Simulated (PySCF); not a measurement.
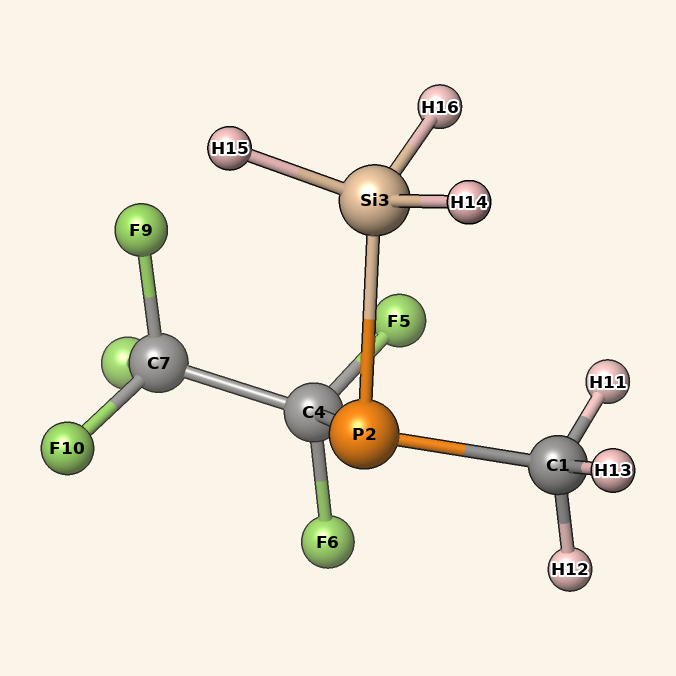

C4 lies behind P2. The molecule seen a little off the P2–C4 bond, P2 in front. Atoms fade into the background with distance from the viewer. The computed structure is the end point of a PBE0-D3(BJ)/def2-SVP optimisation. No frequency run is at hand to confirm it as a minimum.

> What is the torsion angle Si3–P2–C4–F5? The sign is positive where the front bond must turn clockwise to cover the back bond.

51°, synclinal (gauche).
